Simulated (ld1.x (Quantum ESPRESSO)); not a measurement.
**Pd: pseudopotential generation (part 2 of 2)**

The same run, continued: palladium (Pd, Z = 46), core [Ar] 3d10, reference valence 4s2 4p6 4d10 5s0 5p0, valence charge 18. Method: TM semilocal potential, PBE, scalar-relativistic, made with ld1.x (Quantum ESPRESSO) 7.5.

Output of the test run (extracts), continued:
```
     ---------------------- Testing the pseudopotential ----------------------

     Pd
     scalar relativistic calculation

     atomic number is 46.00   valence charge is 18.00
     dft =PBE   lsd =0 sic =0 latt =0  beta=0.20 tr2=1.0E-14
     mesh =1235 r(mesh) =  99.12271 xmin = -7.00 dx = 0.01250

     n l     nl             e AE (Ry)        e PS (Ry)    De AE-PS (Ry)
     1 0     4S   1( 2.00)       -6.65908       -6.65536       -0.00372
     2 1     4P   1( 6.00)       -4.14307       -4.14014       -0.00293
     3 2     4D   1( 9.00)       -0.62724       -0.62451       -0.00273
     2 0     5S   1( 0.00)       -0.41275       -0.53657        0.12382  !
     3 1     5P   1( 1.00)       -0.12492       -0.12562        0.00070

     eps = 4.4E-15  iter = 21

     Etot =  -10091.403492 Ry,   -5045.701746 Ha, -137300.539090 eV
     Etotps =  -254.833877 Ry,    -127.416939 Ha,   -3467.191533 eV
     dEtot_ae =       0.385026 Ry
     dEtot_ps =       0.382946 Ry,   Delta E=       0.002080 Ry

     Ekin =      89.974342 Ry,      44.987171 Ha,    1224.163284 eV
     Encl =    -528.328085 Ry,    -264.164042 Ha,   -7188.269789 eV
     Ehrt =     218.433186 Ry,     109.216593 Ha,    2971.934901 eV
     Ecxc =     -24.788904 Ry,     -12.394452 Ha,    -337.270220 eV
     Epseu=     -10.124417 Ry,      -5.062208 Ha,    -137.749708 eV

     ---------------------- End of pseudopotential test ----------------------

     ---------------------- Testing the pseudopotential ----------------------

     Pd
     scalar relativistic calculation

     atomic number is 46.00   valence charge is 18.00
     dft =PBE   lsd =0 sic =0 latt =0  beta=0.20 tr2=1.0E-14
     mesh =1235 r(mesh) =  99.12271 xmin = -7.00 dx = 0.01250

     n l     nl             e AE (Ry)        e PS (Ry)    De AE-PS (Ry)
     1 0     4S   1( 2.00)       -7.21095       -7.22516        0.01421  !
     2 1     4P   1( 5.00)       -4.68470       -4.69026        0.00556  !
     3 2     4D   1(10.00)       -1.13398       -1.13474        0.00076
     2 0     5S   1( 0.00)       -0.81976       -1.01231        0.19255  !
     3 1     5P   1( 0.00)       -0.46200       -0.46684        0.00484

     eps = 1.9E-15  iter = 26

     Etot =  -10087.586964 Ry,   -5043.793482 Ha, -137248.612589 eV
     Etotps =  -251.010132 Ry,    -125.505066 Ha,   -3415.166828 eV
     dEtot_ae =       4.201553 Ry
     dEtot_ps =       4.206691 Ry,   Delta E=      -0.005137 Ry

     Ekin =      92.819533 Ry,      46.409766 Ha,    1262.874076 eV
     Encl =    -518.113889 Ry,    -259.056945 Ha,   -7049.298582 eV
     Ehrt =     209.151498 Ry,     104.575749 Ha,    2845.651102 eV
     Ecxc =     -24.416868 Ry,     -12.208434 Ha,    -332.208406 eV
     Epseu=     -10.450406 Ry,      -5.225203 Ha,    -142.185018 eV

     ---------------------- End of pseudopotential test ----------------------

     ---------------------- Testing the pseudopotential ----------------------

     Pd
     scalar relativistic calculation

     atomic number is 46.00   valence charge is 18.00
     dft =PBE   lsd =0 sic =0 latt =0  beta=0.20 tr2=1.0E-14
     mesh =1235 r(mesh) =  99.12271 xmin = -7.00 dx = 0.01250

     n l     nl             e AE (Ry)        e PS (Ry)    De AE-PS (Ry)
     1 0     4S   1( 2.00)       -6.66161       -6.66161        0.00000
     2 1     4P   1( 6.00)       -4.15067       -4.15096        0.00029
     3 2     4D   1( 9.50)       -0.66208       -0.66229        0.00021
     2 0     5S   1( 0.00)       -0.51149       -0.65566        0.14417  !
     3 1     5P   1( 0.00)       -0.21806       -0.22049        0.00243

     eps = 6.0E-15  iter = 27

     Etot =  -10091.550850 Ry,   -5045.775425 Ha, -137302.543995 eV
     Etotps =  -254.979121 Ry,    -127.489560 Ha,   -3469.167670 eV
     dEtot_ae =       0.237668 Ry
     dEtot_ps =       0.237702 Ry,   Delta E=      -0.000034 Ry

     Ekin =      90.569980 Ry,      45.284990 Ha,    1232.267352 eV
     Encl =    -528.475299 Ry,    -264.237649 Ha,   -7190.272736 eV
     Ehrt =     218.016244 Ry,     109.008122 Ha,    2966.262114 eV
     Ecxc =     -24.963346 Ry,     -12.481673 Ha,    -339.643626 eV
     Epseu=     -10.126700 Ry,      -5.063350 Ha,    -137.780775 eV

     ---------------------- End of pseudopotential test ----------------------

     ---------------------- Testing the pseudopotential ----------------------

     Pd
     scalar relativistic calculation

     atomic number is 46.00   valence charge is 18.00
     dft =PBE   lsd =0 sic =0 latt =0  beta=0.20 tr2=1.0E-14
     mesh =1235 r(mesh) =  99.12271 xmin = -7.00 dx = 0.01250

     n l     nl             e AE (Ry)        e PS (Ry)    De AE-PS (Ry)
     1 0     4S   1( 1.00)       -7.23603       -7.26354        0.02751  !
     2 1     4P   1( 6.00)       -4.70517       -4.71986        0.01468  !
     3 2     4D   1(10.00)       -1.14341       -1.14399        0.00059
     2 0     5S   1( 0.00)       -0.81761       -1.01346        0.19585  !
     3 1     5P   1( 0.00)       -0.46027       -0.46556        0.00529  !

     eps = 4.1E-15  iter = 18

     Etot =  -10085.058427 Ry,   -5042.529214 Ha, -137214.210087 eV
     Etotps =  -248.470219 Ry,    -124.235109 Ha,   -3380.609547 eV
     dEtot_ae =       6.730091 Ry
     dEtot_ps =       6.746604 Ry,   Delta E=      -0.016514 Ry

     Ekin =      96.479434 Ry,      48.239717 Ha,    1312.669573 eV
     Encl =    -517.840833 Ry,    -258.920417 Ha,   -7045.583466 eV
     Ehrt =     208.841794 Ry,     104.420897 Ha,    2841.437358 eV
     Ecxc =     -24.463591 Ry,     -12.231796 Ha,    -332.844117 eV
     Epseu=     -11.487022 Ry,      -5.743511 Ha,    -156.288894 eV

     ---------------------- End of pseudopotential test ----------------------
```

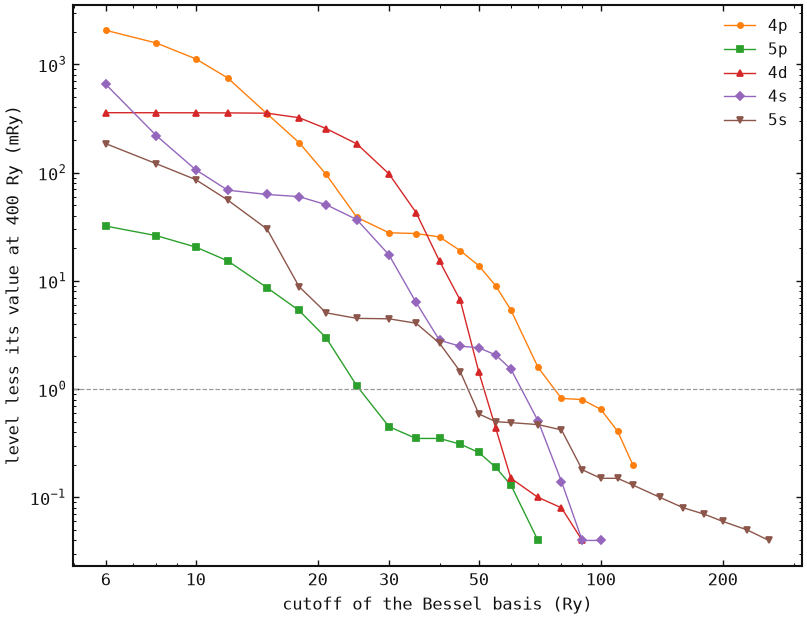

*The pseudo-atom Hamiltonian at the reference potential is diagonalised in spherical Bessel functions (20 bohr box) up to the cutoff. Curves: distance of each valence level from its value at 400 Ry.*

- Cutoffs for 10 and 1 mRy in the occupation-weighted sum of levels: 80 Ry and 140 Ry, on the ladder of cutoffs that was run.
- Cutoffs from which each level stays within 1 mRy: 4p: 80 Ry; 5p: 30 Ry; 4d: 55 Ry; 4s: 70 Ry; 5s: 50 Ry.

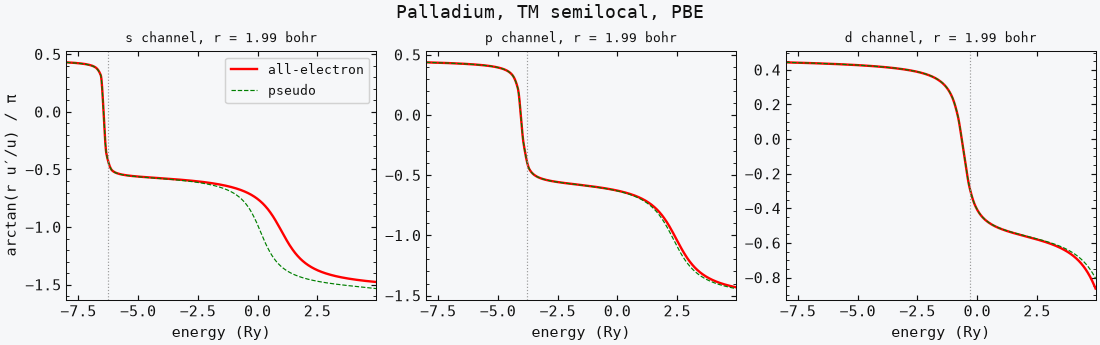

*Unwrapped phase arctan(r u′/u) in units of π against energy, all-electron (solid) and pseudo (dashed); the pseudo phase is matched to the all-electron one at the reference energy. Here u = r R(r). The dotted line marks the reference energy of the channel.*

- Poles, where the radial function vanishes at the test radius: s: all-electron at -6.1 Ry, pseudo at -6.1 and 3.5 Ry; p: all-electron at -3.5 Ry, pseudo at -3.5 Ry; d: all-electron at 0.7 Ry, pseudo at 0.7 Ry.
- Range over which the phases agree within 0.05 rad: s: up to about -1.9 Ry; p: up to about 1.4 Ry; d: up to about 4.0 Ry.

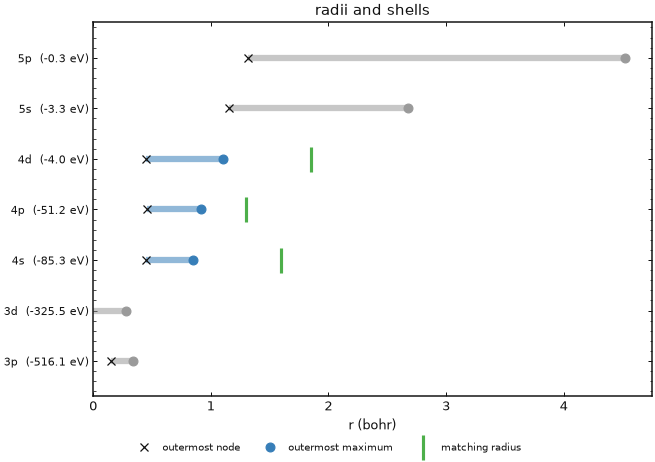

*Outer shells of the all-electron reference atom: each bar runs from the outermost node (or the nucleus) to the outermost maximum of u(r); the tick is the radius chosen for the pseudo-wave. Shells without a tick have no pseudo-wave of their own. Levels, nodes and maxima are from ld1.x, scalar-relativistic.*

- Radii against the shells: 4s: 1.60 bohr, outside the maximum; 4p: 1.30 bohr, outside the maximum; 4d: 1.85 bohr, outside the maximum.

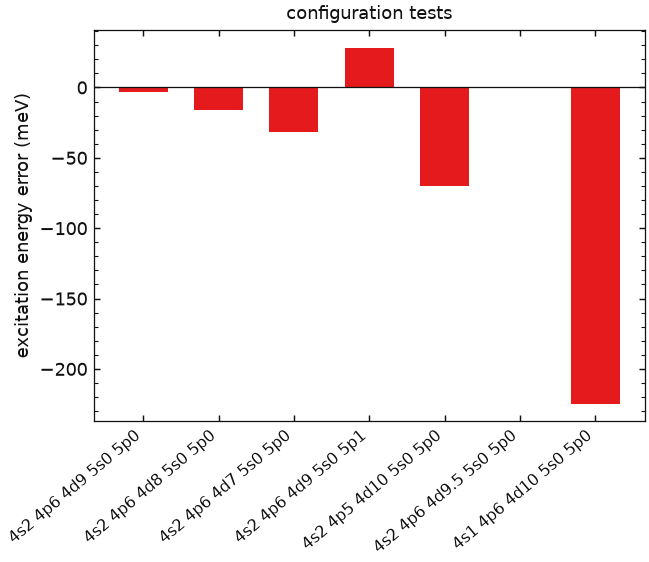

*Errors, all-electron minus pseudo, of the energies of valence configurations relative to the unpolarised reference 4s2 4p6 4d10 5s0 5p0.*

- Worst configuration: 4s1 4p6 4d10 5s0 5p0 (charge +1): the error is -225 meV on an all-electron energy of +91.57 eV relative to the reference, or 0.25 %.
- Configurations within 10 meV and within 50 meV: 2 and 5 of 7.
- Errors in meV: 4s2 4p6 4d9 5s0 5p0: -3.1; 4s2 4p6 4d8 5s0 5p0: -16; 4s2 4p6 4d7 5s0 5p0: -31; 4s2 4p6 4d9 5s0 5p1: +28; 4s2 4p5 4d10 5s0 5p0: -70; 4s2 4p6 4d9.5 5s0 5p0: -0.5; 4s1 4p6 4d10 5s0 5p0: -225.

Outcome of the run: generated.
